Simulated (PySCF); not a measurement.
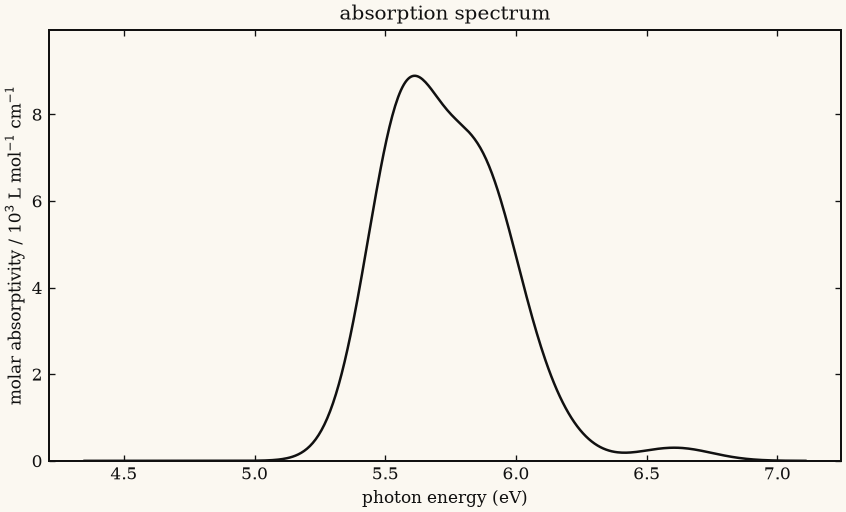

Computed absorption of C₆H₈S (2,3-dimethylthiophene), SMILES Cc1ccsc1C. Vertical TDDFT excitations, PBE0/def2-SVPD in PySCF, at a GFN2-xTB geometry (no frequency check), gas phase. Only the first 6 singlet excitations are included; each is broadened by a Gaussian of 1/e half-width 0.20 eV.

### Does any vertical transition fall in the visible?

No singlet lies below 3.1 eV (beyond 400 nm), so at this level no vertical transition falls in the visible.

### Where is the maximum of the broadened curve, and how high is it?

At about 5.6 eV (221 nm), with ε near 8900 L mol⁻¹ cm⁻¹.

### List the transitions behind the spectrum.

```tsv
state	E (eV)	λ (nm)	f	main character
S1	5.55	223	0.051	HOMO → LUMO (48 %)
S2	5.59	222	0.049	HOMO → LUMO+1 (49 %)
S3	5.86	212	0.072	HOMO−1 → LUMO (74 %)
S4	5.99	207	0.002	HOMO−1 → LUMO+1 (81 %)
S5	6.08	204	0.013	HOMO → LUMO+2 (91 %)
S6	6.61	188	0.004	HOMO−1 → LUMO+2 (81 %)
```

Known limits of this run: states above the negative HOMO energy depend on the basis; the tight-binding geometry is rougher than a DFT one and adds to the error; core orbitals are frozen in the response.
